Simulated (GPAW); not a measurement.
# Screening of a field by HfGe2As4 monolayer

Aim: the dipole that a field along the normal induces in HfGe2As4 monolayer.

Program: GPAW 26.7.0. Level of theory: GPAW, PAW setups; layer in a repeated cell with vacuum, relaxation of atoms and in-plane cell, in the first sound run; inputs show where later runs differ. Results are calculated unless marked as measured.

## 1. Set-up

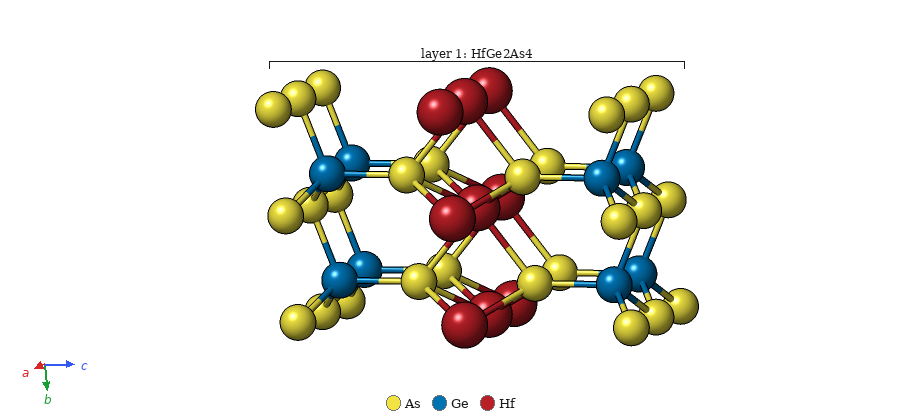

Start, viewed from the side, with the c axis across the page; arsenic yellow, germanium blue, hafnium red. 2×2×1 cells are drawn. Bonds to atoms that aren't drawn are left out. Some periodic images of atoms are drawn too.

The cell holds 7 atoms: 4 As, 2 Ge and 1 Hf. Its edges and angles: a = 3.730 Å, b = 3.730 Å, c = 25.770 Å, α = 90.0°, β = 90.0°, γ = 120.0°. Vacuum lies along c.

## 2. Relaxation

Forces are removed first; all later runs use this geometry.

run.py reads:

```python
import json
import numpy as np
from ase import Atoms
from ase.filters import FrechetCellFilter
from ase.optimize import BFGS
from gpaw import GPAW, PW

slab = Atoms(
    ['As', 'Ge', 'As', 'Hf', 'As', 'Ge', 'As'],
    positions=[
        [0.00000, 0.00000, 8.00000],
        [-0.00000, 2.15352, 8.86300],
        [-0.00000, 2.15352, 11.18300],
        [0.00000, 0.00000, 12.88517],
        [-0.00000, 2.15352, 14.58734],
        [-0.00000, 2.15352, 16.90734],
        [0.00000, 0.00000, 17.77034]],
    cell=[[3.73, 0.0, 0.0], [-1.865, 3.23027, 0.0], [0.0, 0.0, 25.7703]],
    pbc=[True, True, True])

slab.calc = GPAW(mode=PW(600), xc='PBE', kpts={'size': (9, 9, 1), 'gamma': True},
                 occupations={'name': 'fermi-dirac', 'width': 0.05}, nbands='200%',
                 convergence={'density': 1e-05}, maxiter=200,
                 symmetry={'tolerance': 1e-3}, txt='slab.txt')
result = {}
# The in-plane cell is free; stress needs a cell that repeats along all three vectors
path = []
opt = BFGS(FrechetCellFilter(slab, mask=[1, 1, 0, 0, 0, 1]), maxstep=0.2)
opt.attach(lambda: path.append((slab.get_potential_energy(), slab.positions.tolist(), slab.get_forces().tolist())))
result['relaxed'] = bool(opt.run(fmax=0.02, steps=45))
result['path'] = path
result['cell'] = slab.cell.tolist()
print('in-plane lattice', slab.cell.cellpar().round(4)[[0, 1, 5]])
energy = slab.get_potential_energy()
fermi = slab.calc.get_fermi_level()
v = slab.calc.get_electrostatic_potential().mean((0, 1)) - fermi
n = slab.calc.get_pseudo_density().mean((0, 1))
L = slab.cell[2, 2]
z = np.arange(len(v)) * L / len(v)
low, high = slab.positions[:, 2].min(), slab.positions[:, 2].max()
below, above = np.interp([low - 5.8, high + 5.8], z, v)
slopes = [np.interp(x, z, np.gradient(v, z)) for x in (low - 5.8, high + 5.8)]
eps = np.array([[slab.calc.get_eigenvalues(k, s) for k in range(len(slab.calc.get_ibz_k_points()))]
                for s in range(slab.calc.get_number_of_spins())]) - fermi
top, bottom = eps[eps < 0].max(), eps[eps > 0].min()
dipole = slab.get_dipole_moment()[2]
print(f'energy {energy:.4f} eV, Fermi level {fermi:.4f} eV, dipole {dipole:.5f} e A')
print(f'potential 5.8 A off the faces, from the Fermi level: lower {below:.4f} eV, upper {above:.4f} eV')
print(f'slope of the potential there: lower {slopes[0]:.5f}, upper {slopes[1]:.5f} eV/A')
print(f'nearest levels on the mesh: {top:.4f} and {bottom:.4f} eV')
print('magnetic moment', round(slab.get_magnetic_moment(), 3))
result.update(energy=energy, fermi=fermi, dipole=dipole, below=below, above=above, slopes=slopes, edges=[top, bottom],
              z=z.tolist(), v=v.tolist(), n=n.tolist(), positions=slab.positions.tolist(),
              forces=slab.get_forces(apply_constraint=False).tolist(), moments=slab.get_magnetic_moments().tolist())
json.dump(result, open('result.json', 'w'))
```

Started as:

```
$ OMP_NUM_THREADS=1 OPENBLAS_NUM_THREADS=1 python run.py
```

The log of the run:

```text
Step          Energy          fmax
BFGS:    0      -35.244562        3.002144
BFGS:    1      -35.727264        2.395598
BFGS:    2      -36.525640        0.702733
BFGS:    3      -36.546884        0.538153
BFGS:    4      -36.589229        0.497154
BFGS:    5      -36.618090        0.393308
BFGS:    6      -36.643932        0.325597
BFGS:    7      -36.654128        0.236923
BFGS:    8      -36.658428        0.102848
BFGS:    9      -36.659416        0.052137
BFGS:   10      -36.659580        0.038456
BFGS:   11      -36.659685        0.031355
BFGS:   12      -36.659900        0.041212
BFGS:   13      -36.660260        0.043916
BFGS:   14      -36.660641        0.030836
BFGS:   15      -36.660837        0.013982
in-plane lattice [  3.8736   3.8736 120.    ]
energy -36.6572 eV, Fermi level 0.2799 eV, dipole 0.00231 e A
potential 5.8 A off the faces, from the Fermi level: lower 4.9999 eV, upper 4.9979 eV
slope of the potential there: lower 0.00036, upper 0.00065 eV/A
nearest levels on the mesh: -0.1672 and 0.0362 eV
magnetic moment 0.0
```

Wall time 15 min (1 thread of Intel Xeon 6975P-C (Granite Rapids), shared host); peak memory 0.83 GiB.

This step gave:

* dipole along the normal: 0.002312 e·Å
* levels nearest the Fermi level on the mesh: -0.1672, 0.03615 eV from the Fermi level

The electrostatic potential energy of an electron (without an applied field's), less the Fermi level, planar mean oscillates, so the rows of the table below give means over windows of 1.84 Å about each position, cut where the curve ends. Its maxima inside the range that stand out by 2 % of the span (Å: eV): 8.3: -8.65, 10.2: 2.61, 12.0: -5.02, 13.8: -5.03, 15.6: 2.61, 17.4: -8.66. Its minima: 7.8: -12.4, 8.9: -12.0, 11.4: -10.8, 12.9: -15.2, 14.4: -10.8, 16.9: -12.0, 18.0: -12.5.

The electrostatic potential energy of an electron (without an applied field's), less the Fermi level, planar mean by z; means over each step:

```csv
z (Å),"electrostatic potential energy of an electron (without an applied field's), less the Fermi level, planar mean (eV)"
0.92,5.00
2.76,5.00
4.60,4.99
6.44,2.83
8.28,-10.2
10.12,-0.512
11.96,-9.00
13.80,-9.05
15.64,-0.511
17.48,-10.2
19.32,2.76
21.16,4.98
23.00,5.00
24.84,5.00
```

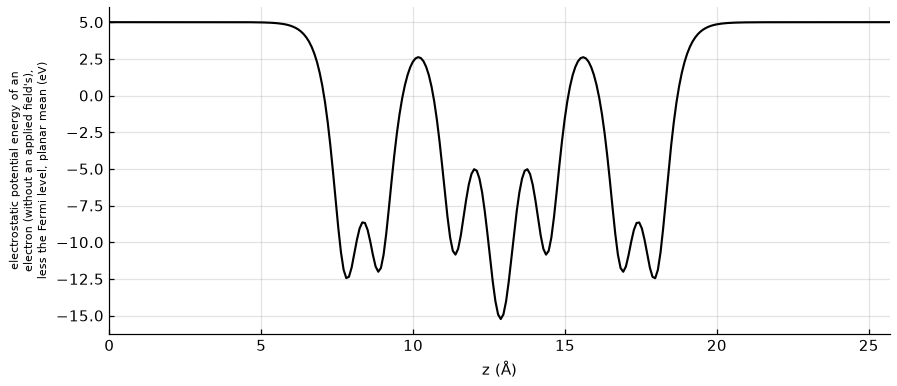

Electrostatic potential energy of an electron (without an applied field's), less the Fermi level, planar mean, plotted against z.

The pseudo valence density, planar mean oscillates, so the rows of the table below give means over windows of 2.5 Å about each position, cut where the curve ends. Its maxima inside the range that stand out by 2 % of the span (Å: e/Å³): 7.4: 0.231, 8.4: 0.386, 9.3: 0.199, 10.9: 0.222, 13.0: 0.791, 14.9: 0.222, 16.5: 0.199, 17.4: 0.386, 18.4: 0.231. Its minima: 7.7: 0.161, 8.9: 0.0606, 10.0: 0.105, 11.4: 0.164, 14.4: 0.164, 15.8: 0.105, 16.8: 0.0606, 18.1: 0.160.

Table of pseudo valence density, planar mean by z; means over each step:

```csv
z (Å),"pseudo valence density, planar mean (e/Å³)"
2.5,3.4e-6
5.0,0.00347
7.5,0.196
10.0,0.151
12.5,0.450
15.0,0.186
17.5,0.218
20.0,0.0261
22.5,2.9e-5
```

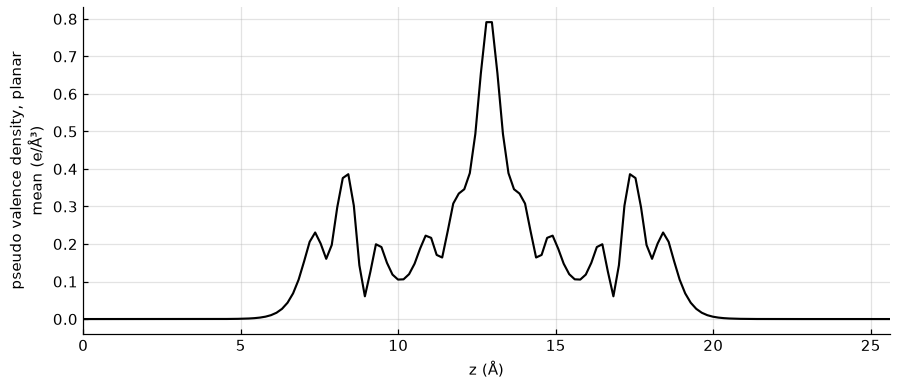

Pseudo valence density, planar mean, plotted against z.

The relaxation lowered the energy of the cell by 1.42 eV (energies extrapolated to zero smearing; the optimiser's log prints free energies). The largest force left on a free atom is 0.014 eV/Å.

## 3. Plane waves, PBE

The work function is the vacuum plateau of the electrostatic potential less the Fermi level; a dipole layer lets the two faces have plateaus of their own.

This step: GPAW, PAW setups; slab in vacuum (GPAW 26.7.0).

The cell differs from the one that the last finished run ended in (c 25.770 → 26.202 Å).

Changes to run.py since step 2:

```diff
@@ -3,4 +3,2 @@
 from ase import Atoms
-from ase.filters import FrechetCellFilter
-from ase.optimize import BFGS
 from gpaw import GPAW, PW
@@ -10,25 +8,18 @@
     positions=[
-        [0.00000, 0.00000, 8.00000],
-        [-0.00000, 2.15352, 8.86300],
-        [-0.00000, 2.15352, 11.18300],
-        [0.00000, 0.00000, 12.88517],
-        [-0.00000, 2.15352, 14.58734],
-        [-0.00000, 2.15352, 16.90734],
-        [0.00000, 0.00000, 17.77034]],
-    cell=[[3.73, 0.0, 0.0], [-1.865, 3.23027, 0.0], [0.0, 0.0, 25.7703]],
-    pbc=[True, True, True])
+        [-0.00000, -0.00000, 8.00000],
+        [0.00000, 2.23644, 9.12063],
+        [0.00000, 2.23644, 11.57682],
+        [-0.00000, 0.00000, 13.10079],
+        [0.00000, 2.23644, 14.62477],
+        [0.00000, 2.23644, 17.08095],
+        [-0.00000, -0.00000, 18.20159]],
+    cell=[[3.87361, -0.0, 0.0], [-1.93681, 3.35464, 0.0], [0.0, 0.0, 26.2016]],
+    pbc=[True, True, False])
 
-slab.calc = GPAW(mode=PW(600), xc='PBE', kpts={'size': (9, 9, 1), 'gamma': True},
+slab.calc = GPAW(mode=PW(400), xc='PBE', kpts={'size': (9, 9, 1), 'gamma': True},
                  occupations={'name': 'fermi-dirac', 'width': 0.05}, nbands='200%',
                  convergence={'density': 1e-05}, maxiter=200,
+                 poissonsolver={'dipolelayer': 'xy'},
                  symmetry={'tolerance': 1e-3}, txt='slab.txt')
 result = {}
-# The in-plane cell is free; stress needs a cell that repeats along all three vectors
-path = []
-opt = BFGS(FrechetCellFilter(slab, mask=[1, 1, 0, 0, 0, 1]), maxstep=0.2)
-opt.attach(lambda: path.append((slab.get_potential_energy(), slab.positions.tolist(), slab.get_forces().tolist())))
-result['relaxed'] = bool(opt.run(fmax=0.02, steps=45))
-result['path'] = path
-result['cell'] = slab.cell.tolist()
-print('in-plane lattice', slab.cell.cellpar().round(4)[[0, 1, 5]])
 energy = slab.get_potential_energy()
```

The log of the run:

```text
energy -36.6456 eV, Fermi level 0.1934 eV, dipole 0.00106 e A
potential 5.8 A off the faces, from the Fermi level: lower 4.9961 eV, upper 5.0007 eV
slope of the potential there: lower -0.00016, upper 0.00016 eV/A
nearest levels on the mesh: -0.1672 and 0.0360 eV
magnetic moment 0.0
```

It took 37 s on 1 thread; peak memory 0.27 GiB.

Numbers from this step:

```yaml
dipole_along_the_normal: 0.001061 e·Å
levels_nearest_the_fermi_level_on_the_mesh: -0.1672, 0.03602 eV from the Fermi level
upper_work_function: 5.001 eV
lower_work_function: 4.996 eV
```

The electrostatic potential energy of an electron (without an applied field's), less the Fermi level, planar mean oscillates, so the rows of the table below give means over windows of 1.78 Å about each position, cut where the curve ends. Its maxima inside the range that stand out by 2 % of the span (Å: eV): 8.6: -8.62, 10.4: 2.61, 12.3: -5.02, 13.9: -5.02, 15.8: 2.61, 17.6: -8.62. Its minima: 8.1: -12.5, 9.1: -12.0, 11.6: -10.8, 13.1: -15.2, 14.6: -10.8, 17.1: -12.0, 18.1: -12.5.

Table of electrostatic potential energy of an electron (without an applied field's), less the Fermi level, planar mean by z; means over each step:

```
z (Å)  electrostatic potential energy of an electron (without an applied field's), less the Fermi level, planar mean (eV)
 0.89                                                                                                                5.00
 2.67                                                                                                                5.00
 4.45                                                                                                                4.99
 6.23                                                                                                                4.32
 8.01                                                                                                               -7.72
 9.79                                                                                                               -3.15
11.57                                                                                                               -5.79
13.35                                                                                                               -9.75
15.13                                                                                                               -3.54
16.91                                                                                                               -6.42
18.69                                                                                                               -4.21
20.47                                                                                                                4.83
22.25                                                                                                                5.00
24.03                                                                                                                5.00
25.81                                                                                                                5.00
```

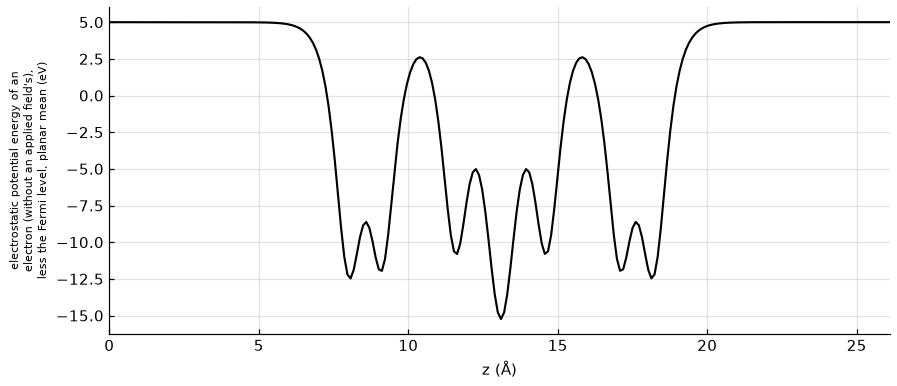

Electrostatic potential energy of an electron (without an applied field's), less the Fermi level, planar mean against z.

The pseudo valence density, planar mean oscillates, so the rows of the table below give means over windows of 2 Å about each position, cut where the curve ends. Its maxima inside the range that stand out by 2 % of the span (Å: e/Å³): 7.5: 0.230, 8.6: 0.391, 9.6: 0.199, 11.1: 0.225, 13.0: 0.783, 15.1: 0.225, 16.6: 0.199, 17.6: 0.391, 18.7: 0.230. Its minima: 8.0: 0.160, 9.2: 0.0730, 10.3: 0.104, 11.5: 0.157, 14.7: 0.157, 15.9: 0.104, 17.0: 0.0730, 18.2: 0.160.

Table of pseudo valence density, planar mean by z; means over each step:

```csv
z (Å),"pseudo valence density, planar mean (e/Å³)"
4,7.4e-5
6,0.0186
8,0.233
10,0.140
12,0.338
14,0.396
16,0.150
18,0.232
20,0.0307
22,1.3e-4
24,0
```

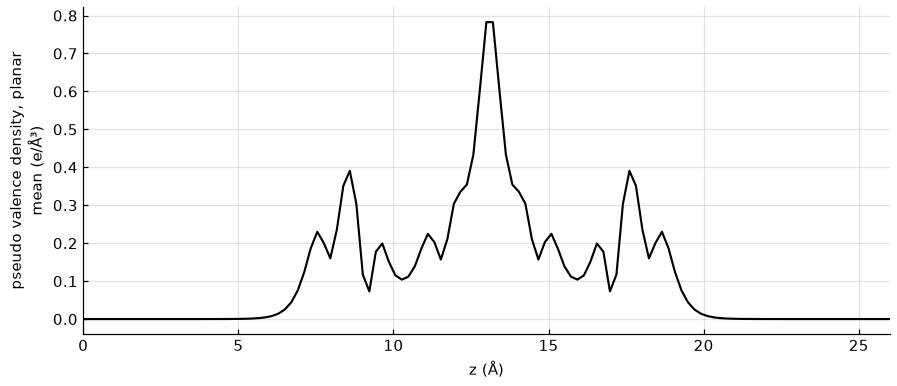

Pseudo valence density, planar mean against z.

The potential is flat to 1.6e-4 eV/Å where it is read, so the vacuum is wide enough.

## 4. Field on

A uniform field along the normal polarises the slab; the atoms stay fixed, so this is the electronic response alone.

Changes to run.py since step 3:

```diff
@@ -4,2 +4,3 @@
 from gpaw import GPAW, PW
+from gpaw.external import ConstantElectricField
 
@@ -22,2 +23,3 @@
                  poissonsolver={'dipolelayer': 'xy'},
+                 external=ConstantElectricField(-0.2, [0, 0, 1]),
                  symmetry={'tolerance': 1e-3}, txt='slab.txt')
```

The log of the run:

```text
energy -36.6634 eV, Fermi level 0.1915 eV, dipole -0.17775 e A
potential 5.8 A off the faces, from the Fermi level: lower 3.7639 eV, upper 6.2405 eV
slope of the potential there: lower -0.00026, upper 0.00007 eV/A
nearest levels on the mesh: -0.1670 and 0.0363 eV
magnetic moment 0.0
```

The job ended after 2.7 min (1 thread; peak memory 0.49 GiB).

This step gave:

* dipole along the normal: -0.1777 e·Å
* levels nearest the Fermi level on the mesh: -0.1670, 0.03631 eV from the Fermi level
* potential below the slab, the applied field's own ramp left out: 3.764 eV from the Fermi level
* potential above the slab, the applied field's own ramp left out: 6.240 eV from the Fermi level

The electrostatic potential energy of an electron (without an applied field's), less the Fermi level, planar mean oscillates, so the rows of the table below give means over windows of 1.83 Å about each position, cut where the curve ends. Its maxima inside the range that stand out by 2 % of the span (Å: eV): 8.6: -9.49, 10.4: 2.08, 12.3: -5.18, 13.9: -4.86, 15.8: 3.14, 17.6: -7.75, 24.6: 6.24. Its minima: 8.1: -13.4, 9.1: -12.7, 11.6: -11.1, 13.1: -15.2, 14.6: -10.5, 17.1: -11.2, 18.1: -11.5.

The electrostatic potential energy of an electron (without an applied field's), less the Fermi level, planar mean by z; means over each step:

| z (Å) | electrostatic potential energy of an electron (without an applied field's), less the Fermi level, planar mean (eV) |
| --- | --- |
| 0.92 | 3.89 |
| 2.75 | 3.76 |
| 4.58 | 3.76 |
| 6.41 | 2.68 |
| 8.23 | -10.1 |
| 10.07 | -2.00 |
| 11.89 | -7.66 |
| 13.73 | -9.70 |
| 15.55 | -0.759 |
| 17.38 | -8.69 |
| 19.21 | 1.55 |
| 21.05 | 6.20 |
| 22.88 | 6.24 |
| 24.70 | 6.24 |

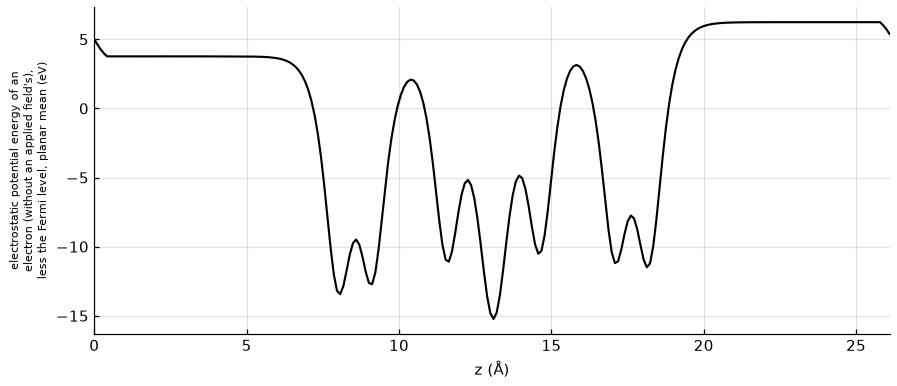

Electrostatic potential energy of an electron (without an applied field's), less the Fermi level, planar mean against z.

The dipole is now -0.178 e Å, against 0.0011 in the run without a field.

## 5. In a field

Changes to run.py since step 4:

```diff
@@ -23,3 +23,3 @@
                  poissonsolver={'dipolelayer': 'xy'},
-                 external=ConstantElectricField(-0.2, [0, 0, 1]),
+                 external=ConstantElectricField(-0.1, [0, 0, 1]),
                  symmetry={'tolerance': 1e-3}, txt='slab.txt')
```

The log of the run:

```text
energy -36.6501 eV, Fermi level 0.1928 eV, dipole -0.08886 e A
potential 5.8 A off the faces, from the Fermi level: lower 4.3803 eV, upper 5.6185 eV
slope of the potential there: lower -0.00021, upper 0.00011 eV/A
nearest levels on the mesh: -0.1672 and 0.0361 eV
magnetic moment 0.0
```

The job ended after 2.8 min (1 thread; peak memory 0.49 GiB).

Numbers from this step:

```yaml
dipole_along_the_normal: -0.08886 e·Å
levels_nearest_the_fermi_level_on_the_mesh: -0.1672, 0.03614 eV from the Fermi level
potential_below_the_slab_the_applied_field_s_own_ramp_left_out: 4.380 eV from the Fermi level
potential_above_the_slab_the_applied_field_s_own_ramp_left_out: 5.618 eV from the Fermi level
```

The electrostatic potential energy of an electron (without an applied field's), less the Fermi level, planar mean oscillates, so the rows of the table below give means over windows of 1.78 Å about each position, cut where the curve ends. Its maxima inside the range that stand out by 2 % of the span (Å: eV): 8.6: -9.05, 10.4: 2.35, 12.3: -5.10, 13.9: -4.94, 15.8: 2.88, 17.6: -8.19, 24.8: 5.62. Its minima: 8.1: -13.0, 9.1: -12.3, 11.6: -10.9, 13.1: -15.2, 14.6: -10.7, 17.1: -11.6, 18.1: -12.0.

Electrostatic potential energy of an electron (without an applied field's), less the Fermi level, planar mean against z; means over each step:

| z (Å) | electrostatic potential energy of an electron (without an applied field's), less the Fermi level, planar mean (eV) |
| --- | --- |
| 0.89 | 4.45 |
| 2.67 | 4.38 |
| 4.45 | 4.38 |
| 6.23 | 3.73 |
| 8.01 | -8.21 |
| 9.79 | -3.47 |
| 11.57 | -5.94 |
| 13.35 | -9.73 |
| 15.13 | -3.34 |
| 16.91 | -6.06 |
| 18.69 | -3.68 |
| 20.47 | 5.44 |
| 22.25 | 5.62 |
| 24.03 | 5.62 |
| 25.81 | 5.57 |

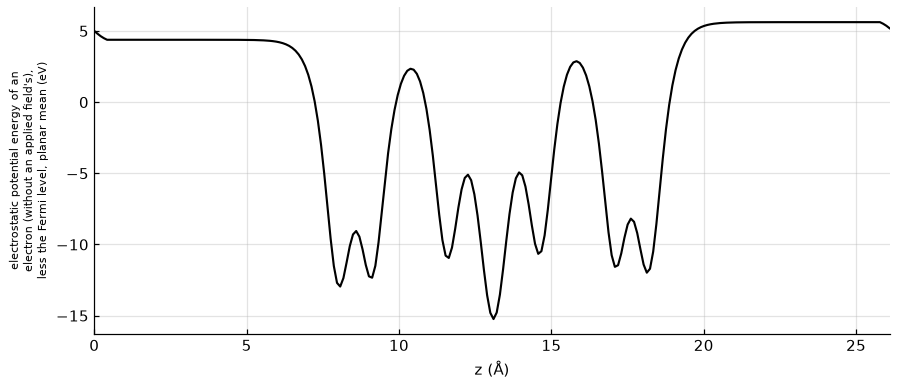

Electrostatic potential energy of an electron (without an applied field's), less the Fermi level, planar mean, plotted against z.

The dipole is now -0.0889 e Å, against 0.0011 in the run without a field.

(Continued in part 2 of 2.)

[Logs are printed without paths, hosts, clocks, repeated set-up lines and the standing remarks that a program may print on its own settings, such as how far it seeks lower states.]

[Hosts, paths, dates, database ids (printed as entryN), source tags and the programs' standing remarks are cut or masked in the printed files.]
